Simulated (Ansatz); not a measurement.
# GaH5N2: molecular dynamics

Purpose: to follow the molecule's vibrations and see whether its bonds hold. The start is relaxed first. Runs: 300 steps of 0.5 fs at constant energy, with velocities drawn for 1500 K.

Program: Ansatz 0.2.0. Level of theory: RKS PBE/def2-mTZVP. These are calculated values, not measurements.

## 1. Starting point

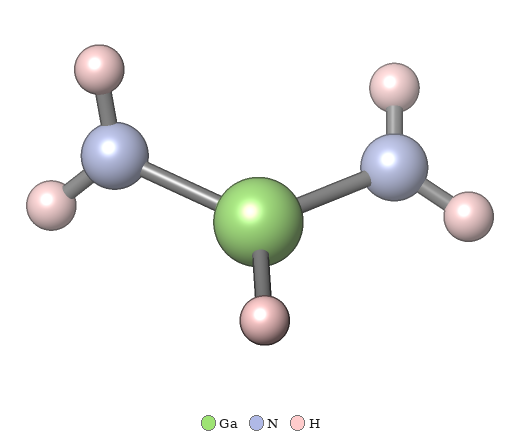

The starting structure, seen from a chosen angle (gallium green, nitrogen light blue, hydrogen pink).

Structure file:

```xyz
8

Ga    0.0000    0.0000    0.0000
N     0.0000    0.0000    1.9300
H    -0.8770   -0.2713    2.4600
H     0.8770    0.2713    2.4600
H     1.3596    0.0000   -0.7850
N    -1.6714    0.0000   -0.9650
H    -2.3403   -0.8164   -0.8664
H    -1.9204    0.8164   -1.5936
```

## 2. Preparing the start

input.yaml

```yaml
crystal:
  periodic: [false, false, false]
  atoms:
    - { symbol: Ga, position_ang: [0.0, 0.0, 0.0] }
    - { symbol: "N", position_ang: [0.0, 0.0, 1.93] }
    - { symbol: H, position_ang: [-0.877, -0.2713, 2.46] }
    - { symbol: H, position_ang: [0.877, 0.2713, 2.46] }
    - { symbol: H, position_ang: [1.3596, 0.0, -0.785] }
    - { symbol: "N", position_ang: [-1.6714, 0.0, -0.965] }
    - { symbol: H, position_ang: [-2.3403, -0.8164, -0.8664] }
    - { symbol: H, position_ang: [-1.9204, 0.8164, -1.5936] }
basis:
  gaussian: { orbitals: def2-mTZVP }
hamiltonian:
  xc: pbe
relax:
  f_tol: 0.02
  max_steps: 40
output:
  orbitals: {}
```

Launch:

```sh
ansatz run input.yaml --threads 1 --pin off --max-ram 2048MiB --backend cpu --events-out ev --progress --plain --runs-dir out
```

The program printed, shortened:

```text
Warning: RAYON_NUM_THREADS=1 ignored (pool sized by the plan → 1); use --threads N
[...]
Functional definition: PBE
[...]
871 factors; their error is unknown
[...]
mean field -55428.80513515 eV, -2036.9710177233 hartree, gradient 4.5e-5 eV, S^2 0.000000; 0 other end points of the search recorded, 0 dependent functions left out
[...]
reference -55428.80517332 eV, -2036.9710191260 hartree; 25, 25 occupied and 64, 64 virtual orbitals, 871 factors
relax step   1: F+E_penalty+E_count = -55428.80513515 eV  Δ(F+E_penalty+E_count) = +0.000e0 eV  max|allowed force component| = 1.715e0 eV/Å  Δτ_max = 0.0000 Å  (26 SCF iters, accepted)
[...]
relax step   7: F+E_penalty+E_count = -55429.54981585 eV  Δ(F+E_penalty+E_count) = -6.943e-4 eV  max|allowed force component| = 4.104e-2 eV/Å  Δτ_max = 0.0215 Å  (28 SCF iters, accepted)
[...]
relax step   8: F+E_penalty+E_count = -55429.54999042 eV  Δ(F+E_penalty+E_count) = -1.746e-4 eV  max|allowed force component| = 5.404e-3 eV/Å  Δτ_max = 0.0080 Å  (29 SCF iters, accepted)
871 factors; their error is unknown
mean field -55429.54999042 eV, -2036.9983906496 hartree, gradient 1.5e-5 eV, S^2 0.000000; 1 other end points of the search recorded, 0 dependent functions left out
[...]
reference -55429.55002767 eV, -2036.9983920183 hartree; 25, 25 occupied and 64, 64 virtual orbitals, 871 factors
Total energy: -55429.55002767 eV, -2036.9983920183 hartree
Atom 0 at    -0.008902     0.127337     0.007895 Å, force    -0.000733    -0.000158     0.001341 eV/Å
Atom 1 at    -0.018560    -0.244449     1.811959 Å, force     0.005404     0.001341    -0.003107 eV/Å
Atom 2 at    -0.875303    -0.221502     2.361566 Å, force    -0.002573    -0.000022    -0.000048 eV/Å
Atom 3 at     0.783151    -0.002398     2.390355 Å, force    -0.000481    -0.001089     0.002122 eV/Å
Atom 4 at     1.324581     0.430580    -0.756535 Å, force    -0.002711    -0.000518     0.001585 eV/Å
Atom 5 at    -1.633440     0.126132    -0.859635 Å, force     0.003141     0.002224    -0.004113 eV/Å
Atom 6 at    -2.468684    -0.278456    -0.441082 Å, force    -0.000276    -0.000692     0.001891 eV/Å
Atom 7 at    -1.675344     0.062756    -1.874524 Å, force    -0.001771    -0.001087     0.000328 eV/Å
Dipole moment:    -0.144761    -0.030105     0.081865 e Å
```

Run time: 17 s. Hardware: 1 thread of AMD EPYC 7B13 (Zen 3), shared host; peak memory 0.17 GiB.

Step by step:

| step | energy from step 1 (eV) | largest force component (eV/Å) |
| --- | --- | --- |
| 1 | 0.0000 | 1.7154 |
| 2 | -0.4214 | 1.0606 |
| 3 | -0.5963 | 0.5748 |
| 4 | -0.6913 | 0.2747 |
| 5 | -0.7345 | 0.1929 |
| 6 | -0.7440 | 0.0356 |
| 7 | -0.7447 | 0.0410 |
| 8 | -0.7449 | 0.0054 |

Step 1 is the start.

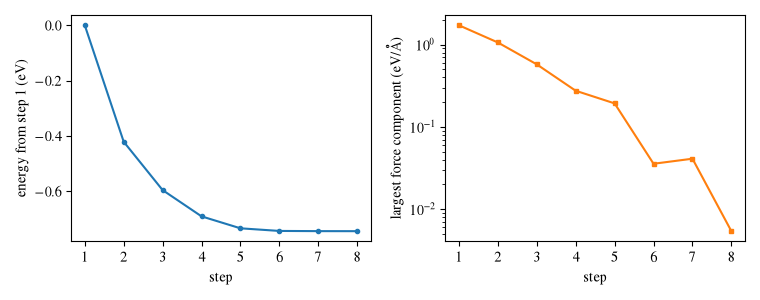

Energy and largest force along the relaxation.

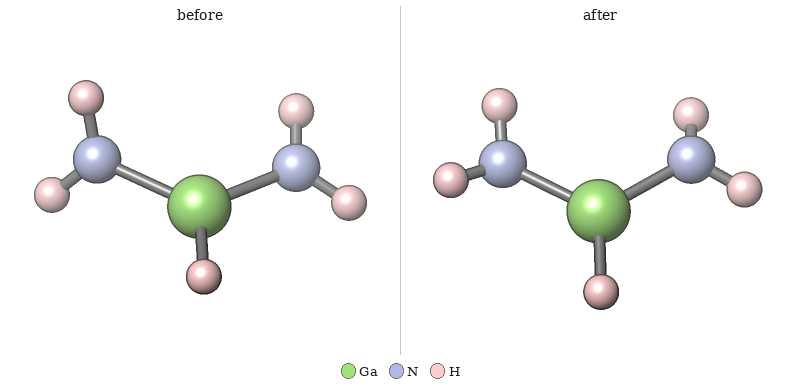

Before and after, at one scale.

After: Bond lengths: Ga1–N2 1.842 Å, N2–H3 1.018 Å, N2–H4 1.018 Å, Ga1–H5 1.567 Å, Ga1–N6 1.842 Å, N6–H7 1.018 Å, N6–H8 1.018 Å. Angles: Ga1–N2–H3 121.9°, Ga1–N2–H4 120.3°, H3–N2–H4 110.5°, N2–Ga1–H5 121.4°, N2–Ga1–N6 117.2°, H5–Ga1–N6 121.4°, Ga1–N6–H7 122.0°, Ga1–N6–H8 120.4°, H7–N6–H8 110.6°.

## 3. The run

300 steps of 0.5 fs at constant energy, with velocities drawn for 1500 K, from the relaxed start.

input.yaml

```yaml
crystal:
  periodic: [false, false, false]
  atoms:
    - { symbol: Ga, position_ang: [-0.008902, 0.127337, 0.007895] }
    - { symbol: "N", position_ang: [-0.01856, -0.244449, 1.811959] }
    - { symbol: H, position_ang: [-0.875303, -0.221502, 2.361566] }
    - { symbol: H, position_ang: [0.783151, -0.002398, 2.390355] }
    - { symbol: H, position_ang: [1.324581, 0.43058, -0.756535] }
    - { symbol: "N", position_ang: [-1.63344, 0.126132, -0.859635] }
    - { symbol: H, position_ang: [-2.468684, -0.278456, -0.441082] }
    - { symbol: H, position_ang: [-1.675344, 0.062756, -1.874524] }
basis:
  gaussian: { orbitals: def2-mTZVP }
hamiltonian:
  xc: pbe
md:
  timestep: 0.5
  n_steps: 300
  ensemble: nve
  temperature: 1500.0
  initial_velocities: maxwell_boltzmann
  seed: 238428
```

Launch:

```sh
ansatz run input.yaml --threads 1 --pin off --max-ram 2048MiB --backend cpu --events-out ev --progress --plain --runs-dir out
```

The program printed, shortened:

```text
Warning: RAYON_NUM_THREADS=1 ignored (pool sized by the plan → 1); use --threads N
[...]
[... 1 set-up line as earlier in the session ...]
[...]
871 factors; their error is unknown
[...]
mean field -55429.54999228 eV, -2036.9983907180 hartree, gradient 7.1e-5 eV, S^2 0.000000; 0 other end points of the search recorded, 0 dependent functions left out
[...]
reference -55429.55002952 eV, -2036.9983920865 hartree; 25, 25 occupied and 64, 64 virtual orbitals, 871 factors
md step     0: t =     0.00 fs  T =  1500.0 K  F+E_penalty+E_count = -55429.54999228 eV  E_kin = 1.163340 eV  conserved = -55428.38665229 eV  (27 SCF iters)
[...]
md step    20: t =    10.00 fs  T =   605.6 K  F+E_penalty+E_count = -55428.85551443 eV  E_kin = 0.469705 eV  conserved = -55428.38580971 eV  (30 SCF iters)
[...]
md step    40: t =    20.00 fs  T =   975.7 K  F+E_penalty+E_count = -55429.14322987 eV  E_kin = 0.756715 eV  conserved = -55428.38651528 eV  (30 SCF iters)
[...]
md step    60: t =    30.00 fs  T =   638.8 K  F+E_penalty+E_count = -55428.88122534 eV  E_kin = 0.495409 eV  conserved = -55428.38581673 eV  (29 SCF iters)
[...]
md step    79: t =    39.50 fs  T =  1000.9 K  F+E_penalty+E_count = -55429.16253373 eV  E_kin = 0.776256 eV  conserved = -55428.38627794 eV  (29 SCF iters)
md step    80: t =    40.00 fs  T =  1010.4 K  F+E_penalty+E_count = -55429.16982786 eV  E_kin = 0.783622 eV  conserved = -55428.38620633 eV  (29 SCF iters)
```

## 4. The output, continued: dynamics from the start

Output, continued, shortened:

```text
md step    81: t =    40.50 fs  T =  1008.7 K  F+E_penalty+E_count = -55429.16828815 eV  E_kin = 0.782281 eV  conserved = -55428.38600757 eV  (29 SCF iters)
[...]
md step   106: t =    53.00 fs  T =   696.8 K  F+E_penalty+E_count = -55428.92608333 eV  E_kin = 0.540399 eV  conserved = -55428.38568456 eV  (29 SCF iters)
[...]
md step   131: t =    65.50 fs  T =   733.8 K  F+E_penalty+E_count = -55428.95479684 eV  E_kin = 0.569070 eV  conserved = -55428.38572640 eV  (29 SCF iters)
[...]
md step   156: t =    78.00 fs  T =  1016.3 K  F+E_penalty+E_count = -55429.17417456 eV  E_kin = 0.788174 eV  conserved = -55428.38600078 eV  (28 SCF iters)
[...]
md step   181: t =    90.50 fs  T =   676.7 K  F+E_penalty+E_count = -55428.91096393 eV  E_kin = 0.524806 eV  conserved = -55428.38615773 eV  (30 SCF iters)
md step   182: t =    91.00 fs  T =   662.1 K  F+E_penalty+E_count = -55428.89947843 eV  E_kin = 0.513473 eV  conserved = -55428.38600536 eV  (29 SCF iters)
md step   183: t =    91.50 fs  T =   642.8 K  F+E_penalty+E_count = -55428.88431904 eV  E_kin = 0.498547 eV  conserved = -55428.38577204 eV  (29 SCF iters)
```

## 5. More of the same log: dynamics from the start

The log, continued, shortened:

```text
md step   184: t =    92.00 fs  T =   623.8 K  F+E_penalty+E_count = -55428.86929860 eV  E_kin = 0.483768 eV  conserved = -55428.38553069 eV  (29 SCF iters)
[...]
md step   205: t =   102.50 fs  T =   740.4 K  F+E_penalty+E_count = -55428.95954850 eV  E_kin = 0.574194 eV  conserved = -55428.38535472 eV  (30 SCF iters)
[...]
md step   226: t =   113.00 fs  T =   920.3 K  F+E_penalty+E_count = -55429.09915554 eV  E_kin = 0.713727 eV  conserved = -55428.38542854 eV  (30 SCF iters)
[...]
md step   247: t =   123.50 fs  T =   672.2 K  F+E_penalty+E_count = -55428.90672684 eV  E_kin = 0.521354 eV  conserved = -55428.38537307 eV  (29 SCF iters)
[...]
md step   299: t =   149.50 fs  T =   512.5 K  F+E_penalty+E_count = -55428.78358969 eV  E_kin = 0.397472 eV  conserved = -55428.38611795 eV  (29 SCF iters)
[...]
md step   300: t =   150.00 fs  T =   587.2 K  F+E_penalty+E_count = -55428.84184036 eV  E_kin = 0.455431 eV  conserved = -55428.38640939 eV  (29 SCF iters)
Total energy: -55428.84187831 eV, -2036.9723680094 hartree
Atom 0 at    -0.037146     0.147521     0.060656 Å, force    -0.100280    -0.419948    -3.663210 eV/Å
Atom 1 at     0.127122    -0.195370     1.789895 Å, force    -2.036292     0.728335    -0.087485 eV/Å
Atom 2 at    -0.772482    -0.261479     2.277736 Å, force     1.129995    -0.471914     0.875236 eV/Å
Atom 3 at     1.033996    -0.486483     2.078832 Å, force     0.334999    -0.397968     1.131431 eV/Å
Atom 4 at     1.368734     0.067552    -0.721173 Å, force    -0.268168     0.177378     0.071050 eV/Å
Atom 5 at    -1.669033    -0.025692    -1.053926 Å, force     0.561331     0.505180     2.182295 eV/Å
Atom 6 at    -2.394147     0.518439    -0.545654 Å, force    -0.029731    -0.421333    -0.668124 eV/Å
Atom 7 at    -1.723830     0.184565    -2.052993 Å, force     0.408147     0.300269     0.158806 eV/Å
Dipole moment:    -0.159375     0.203607     0.239054 e Å
```

Wall time 8.4 min (1 thread of AMD EPYC 7B13 (Zen 3), shared host); peak memory 0.17 GiB.

## 6. Frames and traces

The trajectory, every 16 steps (energies from step 0):

| time (fs) | T (K) | potential energy change (meV/atom) | total energy change (meV/atom) |
| --- | --- | --- | --- |
| 0.0 | 1500 | 0.0 | 0.00 |
| 8.0 | 647 | 82.9 | 0.15 |
| 16.0 | 585 | 88.8 | 0.19 |
| 24.0 | 896 | 58.6 | 0.06 |
| 32.0 | 666 | 81.0 | 0.16 |
| 40.0 | 1010 | 47.5 | 0.06 |
| 48.0 | 646 | 82.9 | 0.14 |
| 56.0 | 840 | 64.1 | 0.11 |
| 64.0 | 835 | 64.5 | 0.10 |
| 72.0 | 615 | 85.9 | 0.16 |
| 80.0 | 1072 | 41.5 | 0.04 |
| 88.0 | 664 | 81.2 | 0.16 |
| 96.0 | 758 | 72.0 | 0.09 |
| 104.0 | 660 | 81.7 | 0.19 |
| 112.0 | 1000 | 48.6 | 0.09 |
| 120.0 | 1051 | 43.5 | -0.05 |
| 128.0 | 537 | 93.6 | 0.23 |
| 136.0 | 746 | 73.3 | 0.14 |
| 144.0 | 541 | 93.0 | 0.08 |
| 150.0 | 587 | 88.5 | 0.03 |

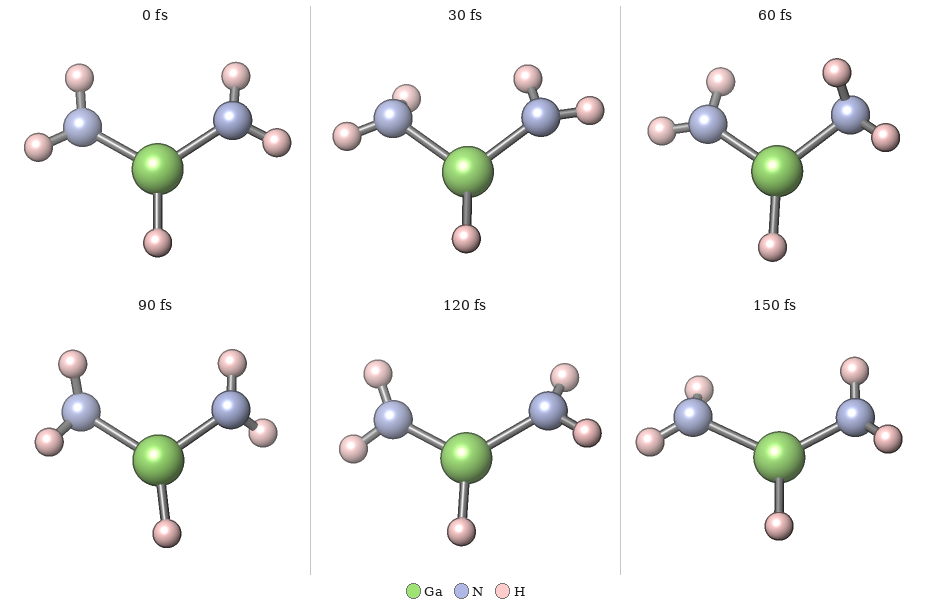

Six frames of the run, seen from a chosen angle. Sticks join atoms within a bonding distance in each frame.

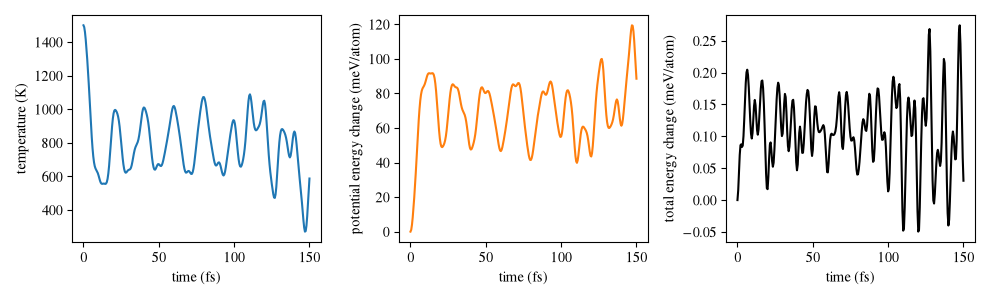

Time series of the run, each on its own scale.

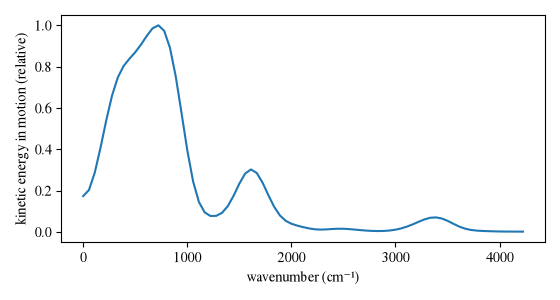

Power spectrum of the mass-weighted velocities; a run of 150 fs resolves no finer than about 440 cm⁻¹.

Maxima of the velocity power spectrum (cm⁻¹, relative height; resolution about 440 cm⁻¹): 720 (100), 1610 (30).

## 7. Positions and forces

Extended XYZ, with forces in eV/Å:

```xyz
8
time_fs=19.0 T=898 dE=0.4670
Ga    0.011    0.165   -0.024    0.495   -1.096    1.549
N    -0.100   -0.364    1.881    0.534    1.245   -1.755
H    -1.043   -0.039    2.169    0.555    0.015    0.373
H     0.650    0.247    2.273   -0.769   -0.406    0.513
H     1.353    0.075   -0.806    0.194    0.129   -0.103
N    -1.621    0.009   -0.758   -1.637    0.336   -0.339
H    -2.450    0.458   -0.364    0.162   -0.159    0.544
H    -1.854   -0.056   -1.736    0.466   -0.064   -0.782
8
time_fs=37.5 T=876 dE=0.4853
Ga    0.048    0.156   -0.003   -1.154   -0.486   -0.725
N    -0.113   -0.221    1.758   -1.409   -0.523    1.524
H    -1.136   -0.402    1.943    1.247    0.151    0.136
H     0.440   -0.466    2.607   -0.254    0.384   -1.091
H     1.378    0.123   -0.788    0.220    0.178   -0.227
N    -1.767   -0.053   -0.755    0.800    0.903   -0.092
H    -2.476    0.573   -0.363   -0.090   -0.142    1.076
H    -1.844    0.329   -1.704    0.640   -0.466   -0.600
8
time_fs=56.0 T=840 dE=0.5132
Ga    0.041    0.125   -0.015   -1.149    0.516   -0.299
N    -0.220   -0.110    1.818    1.153   -2.291    0.351
H    -0.823   -0.974    1.987    0.287    1.301   -0.322
H     0.725   -0.551    1.983   -0.495    0.629    0.809
H     1.252    0.586   -0.853    0.350   -0.090   -0.052
N    -1.651    0.025   -0.727   -1.341    0.637   -1.188
H    -2.476    0.221   -0.154    0.334   -0.359    0.691
H    -1.983    0.404   -1.630    0.860   -0.343    0.011
8
time_fs=75.0 T=795 dE=0.5474
Ga    0.016    0.115   -0.037    1.044    0.277    2.176
N    -0.115   -0.172    1.884   -1.077   -0.985    0.273
H    -0.845   -0.825    2.270    0.353    0.613   -0.996
H     0.370    0.060    2.767    0.622    0.360   -1.102
H     1.343    0.663   -0.631    0.090   -0.034   -0.122
N    -1.617    0.141   -0.767   -2.534   -0.947    0.121
H    -2.349   -0.332   -0.185    0.698    0.584   -0.174
H    -2.012    0.077   -1.709    0.804    0.131   -0.176
8
time_fs=94.0 T=629 dE=0.6767
Ga    0.022    0.119    0.020   -1.824    0.133   -2.159
N    -0.023   -0.264    1.759   -0.903    1.109    3.293
H    -0.921   -0.144    2.292    0.116   -0.944   -1.076
H     0.407    0.548    2.229    1.158   -0.346   -0.010
H     1.388    0.466   -0.683   -0.187    0.027   -0.091
N    -1.767    0.169   -0.845    1.302   -1.162   -0.968
H    -2.492   -0.552   -0.599    0.809    0.643    0.273
H    -1.537   -0.085   -1.845   -0.471    0.539    0.737
8
time_fs=112.5 T=957 dE=0.4221
Ga   -0.031    0.128    0.013    1.149    0.316   -0.029
N     0.051   -0.253    1.848   -1.677    0.640    1.177
H    -0.730    0.087    2.477    0.231   -0.581   -1.318
H     0.807   -0.102    2.511    1.028   -0.071   -0.711
H     1.175    0.414   -0.975    0.159   -0.010    0.373
N    -1.591    0.113   -0.919   -2.220   -1.139    0.526
H    -2.351   -0.479   -0.476    0.763    1.030   -0.799
H    -1.824    0.303   -1.911    0.567   -0.185    0.781
8
time_fs=131.0 T=870 dE=0.4890
Ga   -0.045    0.145    0.009    0.276   -0.266    2.170
N     0.067   -0.215    1.881   -0.173    0.200   -0.533
H    -0.475   -0.003    2.742    0.299   -0.274   -0.994
H     0.951   -0.676    2.088    0.062    0.200    0.424
H     1.387    0.370   -0.627   -0.268   -0.163   -0.155
N    -1.603   -0.028   -0.940   -0.314    0.967   -0.841
H    -2.558    0.298   -0.656    1.079   -0.283   -0.103
H    -1.300    0.500   -1.787   -0.960   -0.380    0.031
8
time_fs=150.0 T=587 dE=0.7082
Ga   -0.037    0.147    0.061   -0.100   -0.420   -3.663
N     0.127   -0.195    1.790   -2.036    0.728   -0.087
H    -0.772   -0.262    2.278    1.130   -0.472    0.875
H     1.034   -0.486    2.079    0.335   -0.398    1.131
H     1.369    0.068   -0.721   -0.268    0.177    0.071
N    -1.669   -0.026   -1.054    0.561    0.505    2.182
H    -2.394    0.518   -0.546   -0.030   -0.421   -0.668
H    -1.724    0.185   -2.053    0.408    0.300    0.159
```

## 8. Results

| quantity | value |
| --- | --- |
| relaxation of the start | 7 moves, 0.745 eV lower |
| length | 300 steps of 0.5 fs |
| temperature, first and last step | 1500 and 587 K |
| temperature, second half | mean 777 K, from 271 to 1089 K |
| potential energy, second half | +70 meV/atom from the start |
| largest change of the total energy | 0.27 meV/atom |
| bonds formed or broken | 0 |

**Reading.** The temperature starts at 1500 K and averages 777 K in the second half, where it ranges from 271 to 1089 K. About half is expected from a start at a minimum: kinetic energy passes into potential energy until both shares match. The total energy strays from its start by at most 0.27 meV/atom, 0.4 % of the mean kinetic energy, so a step of 0.5 fs is short enough over this time. The bonds all hold. 150 fs on 8 atoms is far too short and small for converged averages. The nuclei move classically, without zero-point motion, which matters most for hydrogen.
